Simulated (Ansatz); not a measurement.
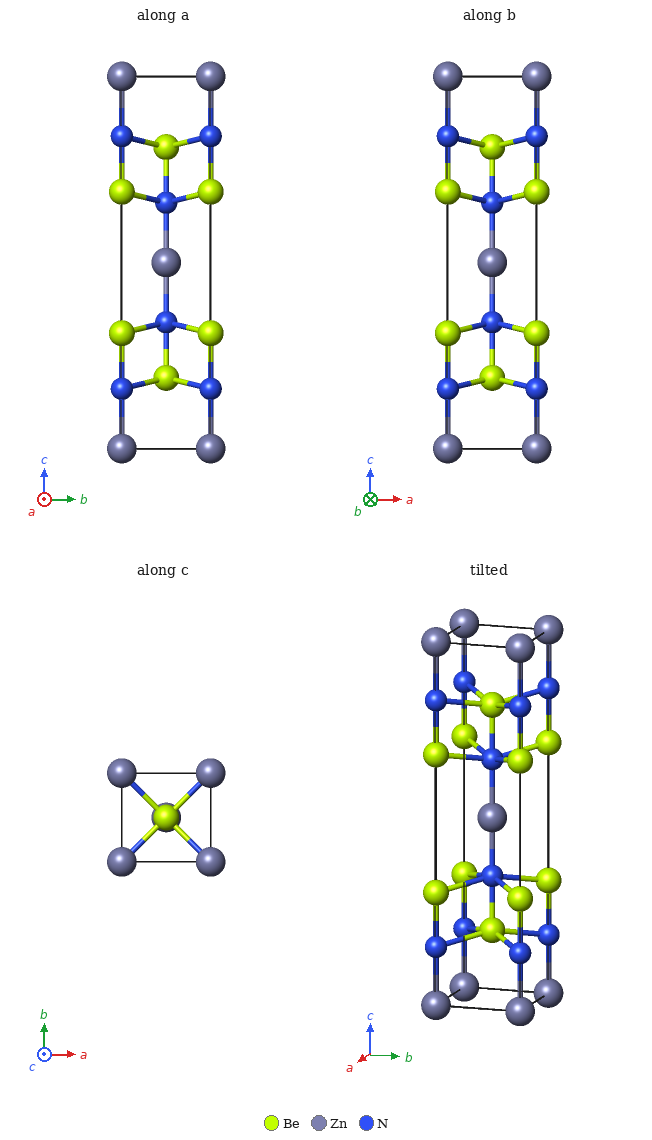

Ball-and-stick model, viewed along the a axis, along the b axis, along the c axis and slightly off an axis. Thin lines show the conventional unit cell, with boundary atoms drawn in all their periodic places.

Lattice parameters: a = 2.734 Å, b = 2.734 Å, c = 11.464 Å, α = 90.00°, β = 90.00°, γ = 90.00°. Put a along x and b in the xy plane.

Transcribe the picture into a POSCAR file, with free fractional coordinates to two decimals.

Answer.
```
Be Zn N
1.0
     2.734    0.000    0.000
     0.000    2.734    0.000
     0.000    0.000   11.464
Be Zn N
4 2 4
Direct
  0.00 0.00 0.31
  0.50 0.50 0.19
  0.50 0.50 0.81
  0.00 0.00 0.69
  0.00 0.00 0.00
  0.50 0.50 0.50
  0.00 0.00 0.16
  0.50 0.50 0.34
  0.50 0.50 0.66
  0.00 0.00 0.84
```

The structure was taken from a structure type filled with these elements by a generator (whether the compound takes this form wasn't checked). The geometry comes from a coarse first relaxation with Ansatz 0.2.0, DFT PBE, scalar-relativistic, plane waves, PAW.
